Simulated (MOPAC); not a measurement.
## Run report: SiH2SClO2 (charge +1), geometry relaxation (part 4 of 4)

Continued. System: SiH2SClO2, charge +1. Method: PM6-DH+, closed shell, dispersion DH+ (MOPAC 23.2.5). The run did not end well. The starting geometry was optimised with PM6-DH+.

Geometry of the input (Å):
```
O  -0.9011  0.6037  0.7842
Si 0.0269  0.0586  -0.3231
O  0.9324  -1.1441  0.0203
S  -1.2802  -0.6955  -1.7382
Cl 1.2009  1.5553  -0.9287
H  -1.3845  0.8805  1.4919
H  1.4501  -1.8213  0.3111
```

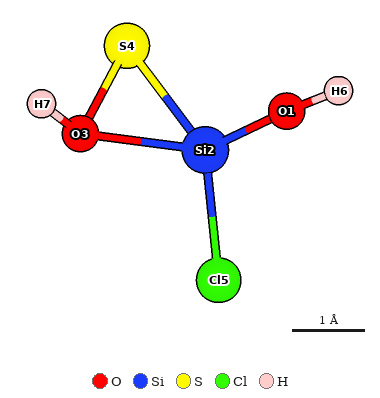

Fig. 1: The geometry at step 265 of the log (ball-and-stick view, seen at a tilt; atoms are numbered from 1 in the order of the input).

**Trajectory as extended XYZ, continued**
```
7
Properties=species:S:1:pos:R:3:forces:R:3 step=231 energy=0.95329
O    -0.9207    0.7753    0.9109    0.0148  -0.0212  -0.0010
Si   -0.0618    0.3521   -0.2793    0.0061   0.0146  -0.0253
O     0.6857   -1.2553   -0.5492    0.0073   0.0048  -0.0015
S    -0.9510   -1.0804   -1.5233    0.0303   0.0031  -0.0349
Cl    1.2693    1.6316   -0.8387   -0.0108   0.0315  -0.0292
H    -1.4257    1.0872    1.6283    0.0236  -0.0434   0.0261
H     0.7588   -2.0995   -0.0378   -0.0713   0.0106   0.0658
7
Properties=species:S:1:pos:R:3:forces:R:3 step=234 energy=0.95363
O    -0.9236    0.7711    0.9075    0.0143  -0.0210   0.0063
Si   -0.0593    0.3546   -0.2811   -0.0110   0.0169  -0.0148
O     0.6863   -1.2529   -0.5503    0.0054   0.0016  -0.0033
S    -0.9559   -1.0799   -1.5175    0.0488  -0.0027  -0.0442
Cl    1.2744    1.6321   -0.8393   -0.0216   0.0310  -0.0237
H    -1.4373    1.0709    1.6246    0.0395  -0.0326   0.0175
H     0.7634   -2.0945   -0.0355   -0.0754   0.0068   0.0621
7
Properties=species:S:1:pos:R:3:forces:R:3 step=237 energy=0.95319
O    -0.9214    0.7739    0.9100    0.0160  -0.0215   0.0014
Si   -0.0610    0.3530   -0.2798    0.0007   0.0127  -0.0255
O     0.6854   -1.2548   -0.5490    0.0107   0.0040  -0.0011
S    -0.9522   -1.0802   -1.5219    0.0337   0.0024  -0.0370
Cl    1.2706    1.6319   -0.8391   -0.0134   0.0314  -0.0272
H    -1.4283    1.0820    1.6277    0.0259  -0.0392   0.0249
H     0.7599   -2.0982   -0.0367   -0.0735   0.0101   0.0644
7
Properties=species:S:1:pos:R:3:forces:R:3 step=240 energy=0.95300
O    -0.9220    0.7717    0.9092    0.0189  -0.0179  -0.0030
Si   -0.0596    0.3549   -0.2808   -0.0128  -0.0172  -0.0232
O     0.6839   -1.2555   -0.5494    0.0288   0.0254   0.0040
S    -0.9531   -1.0804   -1.5200    0.0271   0.0062  -0.0416
Cl    1.2723    1.6332   -0.8395   -0.0123   0.0344  -0.0272
H    -1.4321    1.0759    1.6262    0.0306  -0.0336   0.0270
H     0.7597   -2.0968   -0.0343   -0.0802   0.0028   0.0638
7
Properties=species:S:1:pos:R:3:forces:R:3 step=243 energy=0.95281
O    -0.9217    0.7728    0.9098    0.0154  -0.0214   0.0003
Si   -0.0609    0.3538   -0.2804    0.0017   0.0128  -0.0282
O     0.6857   -1.2544   -0.5499    0.0096   0.0036   0.0036
S    -0.9528   -1.0803   -1.5210    0.0362   0.0027  -0.0382
Cl    1.2717    1.6320   -0.8392   -0.0162   0.0313  -0.0258
H    -1.4301    1.0787    1.6272    0.0264  -0.0372   0.0271
H     0.7585   -2.0959   -0.0333   -0.0732   0.0082   0.0612
7
Properties=species:S:1:pos:R:3:forces:R:3 step=245 energy=0.95282
O    -0.9219    0.7733    0.9095    0.0258  -0.0229  -0.0006
Si   -0.0604    0.3534   -0.2798   -0.0010   0.0036  -0.0451
O     0.6851   -1.2557   -0.5505    0.0225   0.0073   0.0136
S    -0.9525   -1.0807   -1.5214    0.0325   0.0098  -0.0322
Cl    1.2711    1.6330   -0.8389   -0.0205   0.0235  -0.0242
H    -1.4277    1.0811    1.6273    0.0181  -0.0331   0.0341
H     0.7579   -2.0971   -0.0332   -0.0773   0.0118   0.0544
7
Properties=species:S:1:pos:R:3:forces:R:3 step=248 energy=0.95281
O    -0.9189    0.7765    0.9126    0.0168  -0.0198  -0.0019
Si   -0.0628    0.3510   -0.2791    0.0080   0.0165  -0.0265
O     0.6851   -1.2568   -0.5478    0.0073   0.0045   0.0002
S    -0.9487   -1.0805   -1.5266    0.0255   0.0054  -0.0281
Cl    1.2667    1.6320   -0.8386   -0.0067   0.0295  -0.0320
H    -1.4186    1.0940    1.6313    0.0191  -0.0493   0.0242
H     0.7545   -2.1013   -0.0357   -0.0699   0.0131   0.0642
7
Properties=species:S:1:pos:R:3:forces:R:3 step=251 energy=0.95318
O    -0.9240    0.7723    0.9064    0.0423  -0.0135   0.0335
Si   -0.0562    0.3542   -0.2797   -0.0752  -0.0438  -0.0434
O     0.6829   -1.2586   -0.5513    0.0484   0.0319   0.0270
S    -0.9538   -1.0812   -1.5199    0.0350   0.0273  -0.0250
Cl    1.2710    1.6357   -0.8383    0.0066   0.0398  -0.0343
H    -1.4263    1.0803    1.6293    0.0298  -0.0461  -0.0085
H     0.7589   -2.0978   -0.0317   -0.0869   0.0044   0.0508
7
Properties=species:S:1:pos:R:3:forces:R:3 step=254 energy=0.95264
O    -0.9195    0.7753    0.9119    0.0152  -0.0206  -0.0018
Si   -0.0623    0.3519   -0.2797    0.0069   0.0161  -0.0259
O     0.6850   -1.2561   -0.5482    0.0079   0.0043   0.0006
S    -0.9498   -1.0805   -1.5252    0.0287   0.0049  -0.0308
Cl    1.2681    1.6321   -0.8388   -0.0088   0.0304  -0.0305
H    -1.4217    1.0891    1.6304    0.0210  -0.0464   0.0247
H     0.7554   -2.0996   -0.0345   -0.0708   0.0114   0.0638
7
Properties=species:S:1:pos:R:3:forces:R:3 step=257 energy=0.95286
O    -0.9220    0.7724    0.9121    0.0154  -0.0198  -0.0082
Si   -0.0604    0.3535   -0.2777   -0.0104   0.0005  -0.0409
O     0.6853   -1.2543   -0.5481    0.0158   0.0198  -0.0034
S    -0.9509   -1.0779   -1.5231    0.0312   0.0022  -0.0291
Cl    1.2705    1.6301   -0.8423   -0.0096   0.0436  -0.0195
H    -1.4334    1.0783    1.6272    0.0316  -0.0336   0.0324
H     0.7583   -2.0956   -0.0338   -0.0740  -0.0127   0.0687
7
Properties=species:S:1:pos:R:3:forces:R:3 step=260 energy=0.95254
O    -0.9220    0.7726    0.9113    0.0120  -0.0227  -0.0038
Si   -0.0618    0.3536   -0.2795    0.0088   0.0278  -0.0273
O     0.6873   -1.2534   -0.5505   -0.0020  -0.0022   0.0051
S    -0.9520   -1.0790   -1.5216    0.0375  -0.0054  -0.0384
Cl    1.2715    1.6301   -0.8406   -0.0176   0.0361  -0.0220
H    -1.4323    1.0780    1.6278    0.0309  -0.0375   0.0269
H     0.7566   -2.0937   -0.0308   -0.0695   0.0040   0.0596
7
Properties=species:S:1:pos:R:3:forces:R:3 step=262 energy=0.95250
O    -0.9200    0.7744    0.9121    0.0145  -0.0205  -0.0053
Si   -0.0619    0.3524   -0.2793    0.0068   0.0166  -0.0273
O     0.6852   -1.2558   -0.5483    0.0058   0.0033   0.0010
S    -0.9500   -1.0798   -1.5245    0.0300   0.0037  -0.0332
Cl    1.2688    1.6317   -0.8398   -0.0098   0.0320  -0.0273
H    -1.4251    1.0859    1.6294    0.0223  -0.0452   0.0273
H     0.7550   -2.0986   -0.0336   -0.0695   0.0100   0.0648
7
Properties=species:S:1:pos:R:3:forces:R:3 step=265 energy=0.95164
O    -0.9196    0.7729    0.9133    0.0273  -0.0243  -0.0254
Si   -0.0614    0.3527   -0.2790    0.0065   0.0094  -0.0267
O     0.6843   -1.2574   -0.5469    0.0155   0.0355  -0.0026
S    -0.9484   -1.0780   -1.5256    0.0159  -0.0061  -0.0382
Cl    1.2679    1.6321   -0.8416   -0.0077   0.0356  -0.0243
H    -1.4247    1.0836    1.6295    0.0136  -0.0353   0.0460
H     0.7503   -2.0974   -0.0290   -0.0711  -0.0148   0.0712
7
Properties=species:S:1:pos:R:3:forces:R:3 step=268 energy=0.95159
O    -0.9204    0.7713    0.9118    0.0123  -0.0194  -0.0045
Si   -0.0609    0.3538   -0.2800    0.0000   0.0158  -0.0277
O     0.6852   -1.2551   -0.5477    0.0046  -0.0025   0.0032
S    -0.9509   -1.0786   -1.5234    0.0358   0.0010  -0.0353
Cl    1.2703    1.6320   -0.8415   -0.0139   0.0341  -0.0225
H    -1.4297    1.0769    1.6289    0.0302  -0.0378   0.0270
H     0.7515   -2.0956   -0.0277   -0.0689   0.0088   0.0599
7
Properties=species:S:1:pos:R:3:forces:R:3 step=271 energy=0.95151
O    -0.9196    0.7723    0.9121    0.0132  -0.0188  -0.0028
Si   -0.0612    0.3531   -0.2798    0.0026   0.0173  -0.0295
O     0.6848   -1.2559   -0.5467    0.0062  -0.0016   0.0014
S    -0.9499   -1.0787   -1.5246    0.0310   0.0007  -0.0335
Cl    1.2691    1.6324   -0.8412   -0.0129   0.0316  -0.0231
H    -1.4263    1.0801    1.6300    0.0273  -0.0397   0.0276
H     0.7502   -2.0976   -0.0289   -0.0674   0.0105   0.0598
7
Properties=species:S:1:pos:R:3:forces:R:3 step=274 energy=0.95152
O    -0.9217    0.7700    0.9112    0.0165  -0.0133  -0.0061
Si   -0.0603    0.3552   -0.2806   -0.0026  -0.0089  -0.0303
O     0.6856   -1.2563   -0.5510    0.0136   0.0320   0.0154
S    -0.9520   -1.0792   -1.5210    0.0324   0.0008  -0.0362
Cl    1.2720    1.6329   -0.8410   -0.0198   0.0310  -0.0213
H    -1.4327    1.0752    1.6276    0.0363  -0.0380   0.0242
H     0.7509   -2.0926   -0.0238   -0.0764  -0.0036   0.0543
7
Properties=species:S:1:pos:R:3:forces:R:3 step=276 energy=0.95136
O    -0.9185    0.7731    0.9130    0.0123  -0.0192  -0.0039
Si   -0.0607    0.3519   -0.2788    0.0020   0.0178  -0.0290
O     0.6841   -1.2577   -0.5454    0.0053   0.0004  -0.0004
S    -0.9483   -1.0779   -1.5267    0.0294   0.0015  -0.0298
Cl    1.2669    1.6331   -0.8418   -0.0086   0.0299  -0.0241
H    -1.4238    1.0845    1.6305    0.0262  -0.0436   0.0256
H     0.7475   -2.1006   -0.0291   -0.0666   0.0133   0.0617
7
Properties=species:S:1:pos:R:3:forces:R:3 step=279 energy=0.95104
O    -0.9191    0.7712    0.9129    0.0123  -0.0179  -0.0070
Si   -0.0608    0.3534   -0.2798    0.0018   0.0148  -0.0285
O     0.6843   -1.2566   -0.5461    0.0055   0.0029   0.0028
S    -0.9494   -1.0779   -1.5251    0.0319   0.0004  -0.0337
Cl    1.2689    1.6328   -0.8422   -0.0117   0.0317  -0.0220
H    -1.4277    1.0784    1.6298    0.0283  -0.0411   0.0282
H     0.7479   -2.0971   -0.0258   -0.0681   0.0091   0.0603
7
Properties=species:S:1:pos:R:3:forces:R:3 step=282 energy=0.95025
O    -0.9210    0.7691    0.9121    0.0253  -0.0209  -0.0045
Si   -0.0611    0.3550   -0.2811   -0.0056   0.0275  -0.0323
O     0.6856   -1.2551   -0.5481    0.0008  -0.0103   0.0081
S    -0.9504   -1.0785   -1.5232    0.0343   0.0058  -0.0410
Cl    1.2712    1.6325   -0.8423   -0.0192   0.0288  -0.0181
H    -1.4275    1.0727    1.6317    0.0252  -0.0348   0.0260
H     0.7438   -2.0924   -0.0205   -0.0609   0.0038   0.0618
7
Properties=species:S:1:pos:R:3:forces:R:3 step=285 energy=0.95018
O    -0.9179    0.7710    0.9125    0.0153  -0.0192  -0.0028
Si   -0.0588    0.3528   -0.2795    0.0006   0.0038  -0.0213
O     0.6827   -1.2607   -0.5435    0.0045   0.0067   0.0011
S    -0.9475   -1.0767   -1.5263    0.0257  -0.0018  -0.0377
Cl    1.2665    1.6360   -0.8432   -0.0091   0.0235  -0.0218
H    -1.4244    1.0788    1.6308    0.0275  -0.0401   0.0231
H     0.7391   -2.1036   -0.0246   -0.0646   0.0271   0.0594
7
Properties=species:S:1:pos:R:3:forces:R:3 step=288 energy=0.95006
O    -0.9176    0.7712    0.9131    0.0121  -0.0209  -0.0023
Si   -0.0585    0.3524   -0.2786   -0.0013   0.0104  -0.0290
O     0.6828   -1.2607   -0.5432    0.0028   0.0017   0.0009
S    -0.9469   -1.0761   -1.5271    0.0257   0.0025  -0.0361
Cl    1.2659    1.6358   -0.8440   -0.0087   0.0240  -0.0198
H    -1.4253    1.0788    1.6307    0.0292  -0.0396   0.0239
H     0.7375   -2.1035   -0.0243   -0.0599   0.0219   0.0624
7
Properties=species:S:1:pos:R:3:forces:R:3 step=291 energy=0.95002
O    -0.9215    0.7687    0.9125    0.0317  -0.0160  -0.0109
Si   -0.0607    0.3554   -0.2802   -0.0056   0.0087  -0.0374
O     0.6860   -1.2558   -0.5490    0.0055  -0.0163   0.0204
S    -0.9496   -1.0783   -1.5229    0.0272   0.0091  -0.0406
Cl    1.2709    1.6328   -0.8430   -0.0221   0.0310  -0.0170
H    -1.4281    1.0734    1.6310    0.0199  -0.0327   0.0341
H     0.7393   -2.0939   -0.0200   -0.0566   0.0162   0.0515
7
Properties=species:S:1:pos:R:3:forces:R:3 step=293 energy=0.94994
O    -0.9194    0.7687    0.9125    0.0106  -0.0179  -0.0045
Si   -0.0612    0.3555   -0.2820    0.0024   0.0120  -0.0217
O     0.6846   -1.2556   -0.5469    0.0032   0.0036   0.0041
S    -0.9502   -1.0786   -1.5236    0.0314   0.0017  -0.0404
Cl    1.2710    1.6332   -0.8423   -0.0184   0.0321  -0.0212
H    -1.4288    1.0703    1.6313    0.0339  -0.0347   0.0241
H     0.7427   -2.0926   -0.0192   -0.0631   0.0032   0.0596
7
Properties=species:S:1:pos:R:3:forces:R:3 step=296 energy=0.94968
O    -0.9199    0.7685    0.9128    0.0165  -0.0164  -0.0054
Si   -0.0608    0.3554   -0.2811    0.0008   0.0071  -0.0264
O     0.6852   -1.2565   -0.5475    0.0000   0.0041   0.0103
S    -0.9494   -1.0779   -1.5236    0.0291   0.0016  -0.0414
Cl    1.2705    1.6333   -0.8430   -0.0177   0.0325  -0.0197
H    -1.4287    1.0714    1.6315    0.0310  -0.0349   0.0254
H     0.7392   -2.0934   -0.0181   -0.0597   0.0060   0.0572
7
Properties=species:S:1:pos:R:3:forces:R:3 step=299 energy=0.94959
O    -0.9174    0.7701    0.9129    0.0152  -0.0156   0.0090
Si   -0.0558    0.3518   -0.2771   -0.0244   0.0077  -0.0491
O     0.6811   -1.2638   -0.5427    0.0191  -0.0005   0.0180
S    -0.9461   -1.0748   -1.5280    0.0215   0.0094  -0.0322
Cl    1.2643    1.6379   -0.8453   -0.0016   0.0199  -0.0156
H    -1.4255    1.0797    1.6301    0.0326  -0.0471   0.0157
H     0.7334   -2.1049   -0.0197   -0.0624   0.0262   0.0542
```

**What the run reported**

```tsv
quantity	value
outcome	not converged
basis functions	37
hardware	1 thread of AMD EPYC (Zen 5), 128 GiB of memory available, shared host
wall time	1.6 s
peak memory	0.088 GiB
```

**What went wrong**

The run did not converge. Its last values are not results. Notes on the run: EXCESS NUMBER OF OPTIMIZATION CYCLES.
